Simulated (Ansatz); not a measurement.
The calculation's input:

```
crystal:
  periodic: [false, false, false]
  atoms:
    - {symbol: C, position_ang: [-1.873686, 1.389922, 0.151046]}
    - {symbol: C, position_ang: [1.140295, 0.876250, -0.383694]}
    - {symbol: Cl, position_ang: [0.021844, 0.615199, 2.619887]}
    - {symbol: Si, position_ang: [-0.130440, 1.601719, 0.782954]}
    - {symbol: Si, position_ang: [1.153116, 1.584132, -2.131082]}
    - {symbol: H, position_ang: [-2.089609, 0.329253, -0.054655]}
    - {symbol: H, position_ang: [-2.605696, 1.749159, 0.890810]}
    - {symbol: H, position_ang: [-2.024772, 1.956980, -0.782391]}
    - {symbol: H, position_ang: [0.175599, 3.038170, 1.042396]}
    - {symbol: H, position_ang: [0.978808, -0.215477, -0.445760]}
    - {symbol: H, position_ang: [2.141432, 1.019780, 0.061578]}
    - {symbol: H, position_ang: [2.295214, 1.030568, -2.919254]}
    - {symbol: H, position_ang: [1.280623, 3.073531, -2.090807]}
    - {symbol: H, position_ang: [-0.119328, 1.245056, -2.839106]}
basis:
  gaussian:
    orbitals: def2-SVPD
hamiltonian:
  xc: {name: PBE0}
output:
  forces: true
  orbitals: {seedname: orbitals}
```

Command:

```sh
ansatz run input.yaml --threads 2 --pin off --max-ram 5220MiB --events-out events.jsonl --progress --plain --runs-dir runs
```

Geometry: r2SCAN-D4/def2-SVP.

Level of theory: Ansatz, isolated molecule in a Gaussian basis; Kohn-Sham density functional theory, functional PBE0.

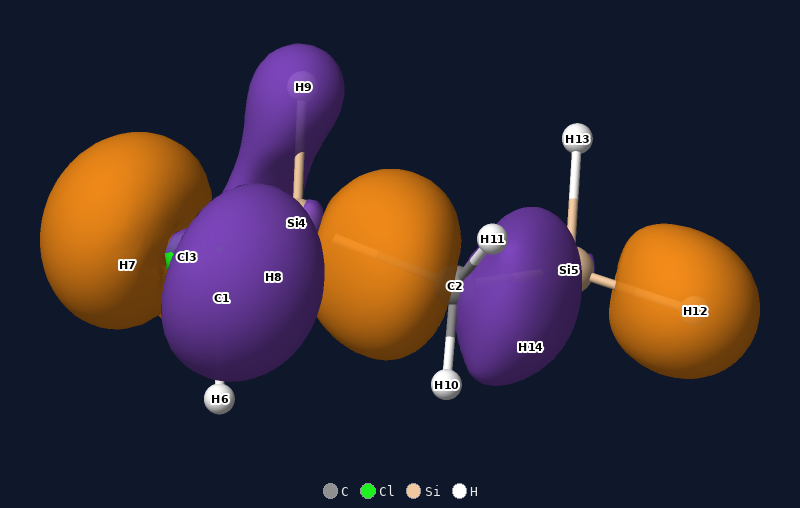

C₂H₉ClSi₂. The HOMO at ±0.1 Å⁻³ᐟ² (orange and purple are the two phases), seen from one side.

### Where does this orbital lie, and at what energy?

It lies mainly on Cl3 (about 45 %), C2 (about 20 %), Si4 (about 10 %) and Si5 (about 10 %). Its energy is −8.53 eV.
